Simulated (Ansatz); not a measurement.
System: C$_{34}$H$_{30}$Si$_{2}$ (SMILES C[Si](C)(C)C#CC#Cc1ccc(C#Cc2ccc(C#Cc3ccc(C#C[Si](C)(C)C)cc3)cc2)cc1).

C$_{34}$H$_{30}$Si$_{2}$ (SMILES C[Si](C)(C)C#CC#Cc1ccc(C#Cc2ccc(C#Cc3ccc(C#C[Si](C)(C)C)cc3)cc2)cc1), 66 atoms.

Geometry: PBE-D4/def2-SVP.

Level of theory: RKS PBE0-D4/def2-SVP in Ansatz.

Question: What will maps of the electron density and electron localisation function show?

Answer: C–C (1.23 Å): ρ at the midpoint is about 2.6 e/Å³; the ELF peaks at about 0.85 between the atoms: a short, multiple covalent bond.
C–Si (1.85 Å): ρ at the midpoint is about 0.93 e/Å³; the ELF peaks at about 0.95 between the atoms: a shared electron pair.
C–H (1.10 Å): the density is about 1.9 e/Å³ at the midpoint; the ELF climbs to about 1 towards the hydrogen, as it does in any bond to H (a covalent bond by its length).
C–C (1.36 Å): ρ at the midpoint is about 2.1 e/Å³; the ELF peaks at about 0.95 between the atoms (a covalent bond).

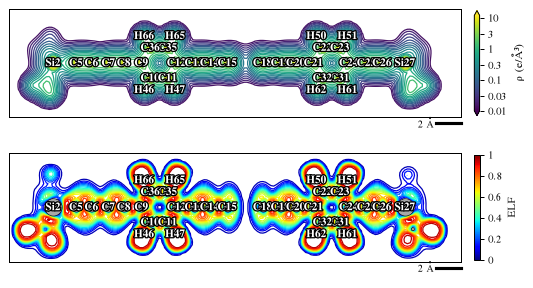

Computed electron density and electron localisation function on the plane of atoms C32, C31 and H61, in this order. Grey discs cover the atomic cores in the ELF map. 
